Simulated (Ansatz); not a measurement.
# A hypothetical structure for ZnS3, part 2 of 2

Starting from a made-up structure for ZnS3, the aim is the relaxed cell, its shortest contacts and, where a second run follows, its electronic structure.

Ansatz 0.2.0; DFT, r2SCAN, plane-wave PAW, files of the set soft_1, scalar-relativistic, no spin, cell and ions relaxed at zero pressure; PAW set soft_1 (the session's first sound run).

So far: Starting point; Relaxation of the guess. The relaxed cell has a = 6.530, c = 4.287 Å (conventional setting).

### 3. Bands of the relaxed cell

A second self-consistent run takes a narrower smearing and the mesh shown in its input; the bands follow along the standard path of the relaxed lattice.

This step: DFT, r2SCAN, plane-wave PAW, files of the set soft_1, scalar-relativistic, no spin, bands and density of states at the relaxed cell; PAW set soft_1 (Ansatz 0.2.0).

The input, input.yaml:

```yaml
crystal:
  lattice:
    - [6.5302650264, 0.0, 0.0]
    - [0.0, 6.5302650264, 0.0]
    - [0.0, 0.0, 4.286623935]
  atoms:
    - { symbol: Zn, position: [0.0, 0.0, 0.0] }
    - { symbol: Zn, position: [0.5, 0.5, 0.0] }
    - { symbol: S, position: [0.1829015781, 0.6829015781, 0.9077791275] }
    - { symbol: S, position: [0.3170984219, 0.1829015781, 0.0922208725] }
    - { symbol: S, position: [0.0, 0.5, 1.1856479955] }
    - { symbol: S, position: [0.5, 0.0, -0.1856479955] }
    - { symbol: S, position: [0.8170984219, 0.3170984219, 0.9077791275] }
    - { symbol: S, position: [0.6829015781, 0.8170984219, 0.0922208725] }
kpoints:
  mp_grid: { grid: [6, 6, 8] }
  band_path:
    path:
      - [[0.0, 0.0, 0.0], [0.0, 0.5, 0.0], [0.5, 0.5, 0.0], [0.0, 0.0, 0.0], [0.0, 0.0, 0.5], [0.0, 0.5, 0.5], [0.5, 0.5, 0.5], [0.0, 0.0, 0.5]]
      - [[0.0, 0.5, 0.0], [0.0, 0.5, 0.5]]
      - [[0.5, 0.5, 0.0], [0.5, 0.5, 0.5]]
    npoints: 8
scf:
  occupations: { method: fermi_dirac, width: 0.03 }
  n_extra_bands: 12
hamiltonian:
  xc: r2scan
  pseudopotentials: { kind: paw, azcp: { folder: soft_1 } }
output:
  forces: true
  stress: true
  write_bands: true
  dos: { projected: true }
  write_density: true
  write_potential: true
  elf: true
  volumetric_format: npy
```

Launch:

```console
> ansatz run input.yaml --threads 4 --pin off --max-ram 10240MiB --backend cpu --events-out ev --progress --plain --runs-dir out
```

Numbers of over 12 decimals in the logs are rounded to 6 here.

The program printed:

```text
[...]
Crystal: 8 atoms, lattice volume = 182.800 Å³
Basis set: ecut = 500 eV, 4635 PW (Γ), exchange–correlation on 192×192×128 points (64 copies of the dense FFT grid, shifted against one another)
Bands: 42, of which v1, the nominal top of the filled ones, is band 30 counted from 1 (29 counted from 0)
Symmetry: 8 space group operations
[...]
k-points: 50 of 288 (time reversal used)
[...]
SCF iter   1: F=—  HF=-12088.741431 eV  |F-HF|=—  |Δ(HF+E_count)|=         —  Δρ=6.21e-2  dr2=4.72e0  dr2_τ=8.09e-2  ethr=3.10e-3  ⟨swp⟩=8.5  Hψ=11811  notcnv=0  defer=26
[...]
SCF iter   9: F=-12087.714039 eV  HF=-12087.714039 eV  |F-HF|=3.29e-8  |Δ(HF+E_count)|=   7.36e-7  Δρ=5.04e-6  dr2=4.90e-8  dr2_τ=1.33e-9  ethr=1.67e-10  ⟨swp⟩=19.1  Hψ=21921  notcnv=0
SCF 1 converged in 9 iterations: F = -12087.714039 eV  dr2 = 4.90e-8
[...]
NSCF: frozen V_eff on 75 k-points
SCF converged after 9 iterations
Free energy (F): -12087.714039 eV
[...]
Internal energy: -12087.714039 eV  (E = F + TS)
E sigma→0 (E₀):  -12087.714039 eV
Fermi energy:    4.949679 eV
[...]
--- Forces (eV/Å), atoms counted from 1 ---
  atom   1  Zn    -0.00000000    -0.00000000     0.00000000
  atom   2  Zn    -0.00000000     0.00000000     0.00000000
  atom   3  S      0.00176916     0.00176916    -0.00026041
  atom   4  S     -0.00176916     0.00176916     0.00026041
  atom   5  S      0.00000000     0.00000000     0.00221951
  atom   6  S      0.00000000    -0.00000000    -0.00221951
  atom   7  S     -0.00176916    -0.00176916    -0.00026041
  atom   8  S      0.00176916    -0.00176916     0.00026041
  max |Σ_I F_I| component: 3.40e-17 eV/Å
--- Stress (GPa, compression-positive) ---
        0.024921       0.000000       0.000000
        0.000000       0.024921      -0.000000
        0.000000      -0.000000       0.038877
  P = ⅓ Tr σ = 0.0296 GPa (0.296 kbar)
--- Band table (eV; the first three rows and the last of 50) ---
  k-point 0: bands = [... 26 lower, 3.3064, 3.6738, 4.1131, 4.1131, 5.7277, 6.8313, 7.3157, 7.9299, ... 8 higher]
  k-point 1: bands = [... 26 lower, 3.2324, 3.6497, 4.0735, 4.0735, 5.7453, 6.8900, 7.3666, 8.1412, ... 8 higher]
  k-point 2: bands = [... 26 lower, 3.0955, 3.5787, 3.9741, 3.9741, 5.8797, 7.1220, 7.5171, 7.7281, ... 8 higher]
  k-point 49: bands = [... 26 lower, 3.0957, 3.0957, 3.5243, 3.5243, 6.9306, 6.9306, 7.4344, 7.4344, ... 8 higher]
```

Elapsed: 9.9 s, on 4 threads of AMD EPYC 9B45 (Zen 5), shared host; peak memory 1.2 GiB; 39 s of CPU time.

Numbers from this step:

| Quantity | Value |
| --- | --- |
| free energy | -12087.7140 eV |
| Fermi energy | 4.950 eV |
| gap by band count | 1.609 eV |
| pressure | 0.02957 GPa |
| gap on the k-mesh | 1.609 eV |

From bands.tsv. Electronic bands along the path, in eV, zero at the valence top; v1 is the highest filled band, c1 the lowest empty one:

```tsv
point	v4	v3	v2	v1	c1	c2	c3	c4
Γ	-0.84	-0.47	-0.03	-0.03	1.58	2.69	3.17	3.78
X	-1.21	-1.21	-0.26	-0.26	3.16	3.16	3.73	3.73
M	-1.28	-1.28	-0.36	-0.36	2.73	2.73	3.24	3.24
Γ	-0.84	-0.47	-0.03	-0.03	1.58	2.69	3.17	3.78
Z	-1.18	-0.71	-0.32	-0.32	2.17	2.82	3.51	3.56
R	-1.57	-1.57	-0.05	-0.05	3.57	3.57	3.97	3.97
A	-1.05	-1.05	-0.62	-0.62	2.79	2.79	3.29	3.29
Z	-1.18	-0.71	-0.32	-0.32	2.17	2.82	3.51	3.56
jump to X	-1.21	-1.21	-0.26	-0.26	3.16	3.16	3.73	3.73
R	-1.57	-1.57	-0.05	-0.05	3.57	3.57	3.97	3.97
jump to M	-1.28	-1.28	-0.36	-0.36	2.73	2.73	3.24	3.24
A	-1.05	-1.05	-0.62	-0.62	2.79	2.79	3.29	3.29
```

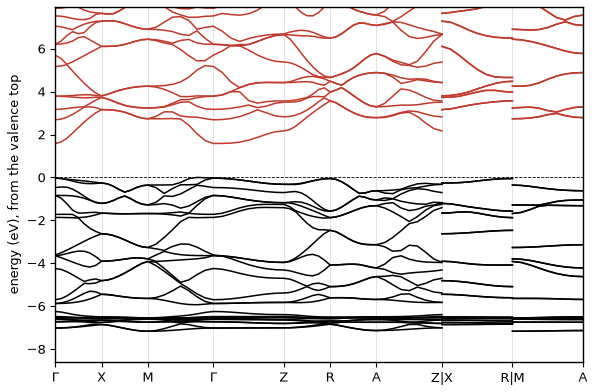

Electronic bands along the path; lines of filled and empty bands in two colours.

Counts of states for the cell as run, both spins, by energy window (eV from the valence-band top): Near the top, bands beyond those computed are missing, so counts there can be too low.

| from | to | total |
| --- | --- | --- |
| -8 | -7 | 1.66 |
| -7 | -6 | 18.34 |
| -6 | -5 | 5.21 |
| -5 | -4 | 4.49 |
| -4 | -3 | 3.94 |
| -3 | -2 | 1.96 |
| -2 | -1 | 6.76 |
| -1 | 0 | 5.65 |
| 0 | 1 | 0.00 |
| 1 | 2 | 0.06 |
| 2 | 3 | 1.77 |
| 3 | 4 | 6.44 |
| 4 | 5 | 4.03 |
| 5 | 6 | 2.94 |

Below -8 eV lie 12.0 more states.

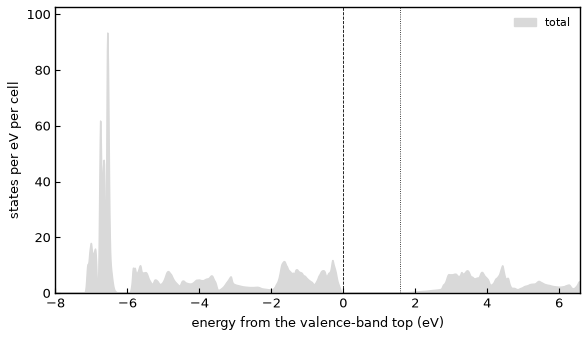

Total density of states, smoothed over about 0.04 eV. The dotted line marks the lowest empty level found on the path.

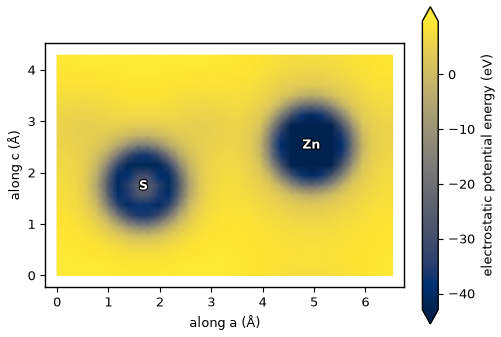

Electrostatic potential energy in the ac plane at fractional y = 0.000, with atoms of Zn and S within 0.2 Å of it. With pseudopotentials it is smooth inside the atoms' cores, unlike the true potential. The map starts off the cell's origin, so that atoms lie inside it.

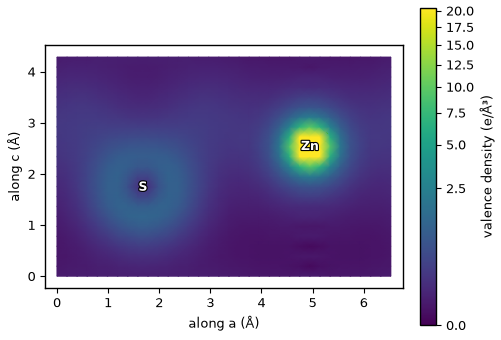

Valence density in the ac plane at fractional y = 0.000, with atoms of Zn and S within 0.2 Å of it. It is the smooth field of the valence electrons, not physical close to the nuclei. The map starts off the cell's origin, so that atoms lie inside it. The colour scale is stretched toward low values.

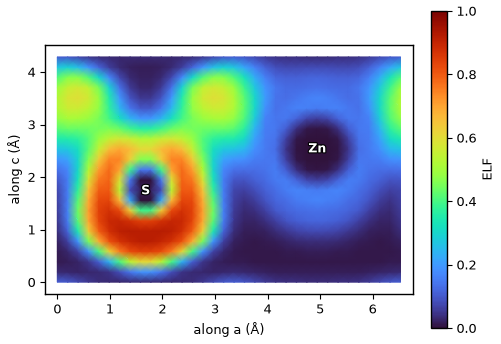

ELF in the ac plane at fractional y = 0.000, with atoms of Zn and S within 0.2 Å of it. It is the smooth field of the valence electrons, not physical close to the nuclei. The map starts off the cell's origin, so that atoms lie inside it.

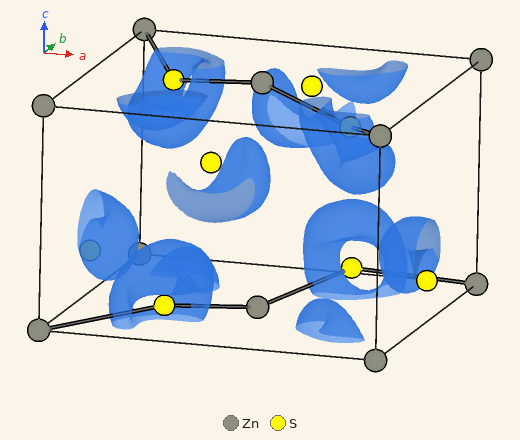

Surface of ELF = 0.85. Bonds to atoms that aren't drawn are left out.

### 4. Outcome

```yaml
space_group_relaxed: P-42_1m
conventional_cell: a = 6.530, b = 6.530, c = 4.287 Å; α = 90.0°, β = 90.0°, γ = 90.0°
volume_per_atom: 22.85 Å³ (guess 21.30)
```

In words: ZnS3 relaxes to P-42_1m with a = 6.530, b = 6.530 and c = 4.287 Å. The guessed volume was 7 % too small. The space group P-42_1m was held in the relaxation, so the end point is a stationary structure within it and may be a saddle against distortions or other arrangements. It has an indirect Kohn–Sham gap of 1.58 eV, which semilocal functionals understate. On the 6×6×8 mesh with the narrower smearing (relaxed on 4×4×7) the largest force component is 0.002 eV/Å and the largest stress component is 0.039 GPa, within the relaxation's thresholds of 0.015 eV/Å and 0.05 GPa. The cutoff wasn't tested. A vector of the cell changed its length by 8 %, more than the volume shows. No dispersion term is used, so weakly bound directions may come out too long. Nothing here tests whether the compound is stable against decomposition.

[Logs are printed without paths, hosts, clocks, repeated set-up lines and the standing remarks that a program may print on its own settings, such as how far it seeks lower states.]

[Hosts, paths, dates, database ids (printed as entryN), source tags and the programs' standing remarks are cut or masked in the printed files.]
